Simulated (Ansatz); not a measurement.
Consider CH$_{4}$F$_{2}$Sn (SMILES F[CH2][SnH2][F]).

Input

```
crystal:
  periodic: [false, false, false]
  atoms:
    - {symbol: F, position_ang: [-0.756085, 1.771124, 0.819012]}
    - {symbol: C, position_ang: [-0.281766, 1.075590, -0.282071]}
    - {symbol: Sn, position_ang: [0.245111, -0.934284, 0.314403]}
    - {symbol: F, position_ang: [0.854151, -1.714403, -1.343208]}
    - {symbol: H, position_ang: [-1.060680, 1.052593, -1.047254]}
    - {symbol: H, position_ang: [0.592558, 1.596341, -0.678391]}
    - {symbol: H, position_ang: [1.581566, -1.019019, 1.366002]}
    - {symbol: H, position_ang: [-1.082754, -1.885143, 0.795707]}
basis:
  gaussian: {orbitals: def2-TZVPP}
hamiltonian: {xc: pbe0, dispersion: d4}
output: {orbitals: {seedname: orbitals}}
```

Launched as:

```sh
ansatz run in.yaml --threads 2 --pin off --events-out ev --progress --plain --max-ram 4352MiB
```

Geometry: PBE0-D4/def2-TZVP; core potentials replace the inner electrons of Sn.

Computed with RKS PBE0-D4/def2-TZVPP in Ansatz.

> What will maps of the electron density and electron localisation function show?

C–F (1.39 Å): ρ at the midpoint is about 2 e/Å³, with its minimum of 1.6 e/Å³ about 0.5 Å from C; the ELF peaks at about 0.80 between the atoms, as expected for a shared but strongly polarised pair.
Sn–F (1.93 Å): the density is about 0.81 e/Å³ at the midpoint; the ELF peaks at about 0.80 in the valence shell of F, 0.5 Å from its nucleus, and drops to about 0.15 between the two atoms.
C–Sn (2.16 Å): ρ at the midpoint is about 0.73 e/Å³; the ELF peaks at about 0.95 in the valence shell of C, 0.6 Å from its nucleus, and drops to about 0.20 between the two atoms.

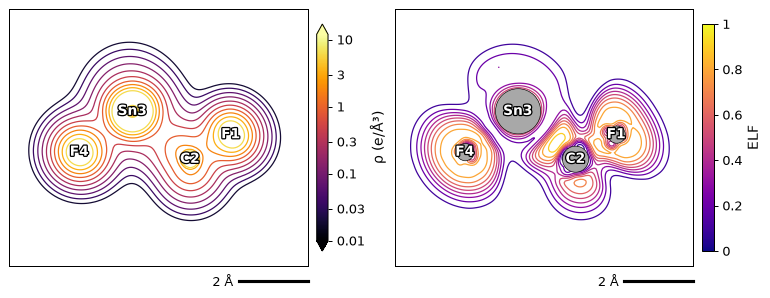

Computed electron density and electron localisation function on the plane of atoms F1, C2 and Sn3, in this order. Grey discs cover the atomic cores in the ELF map. 
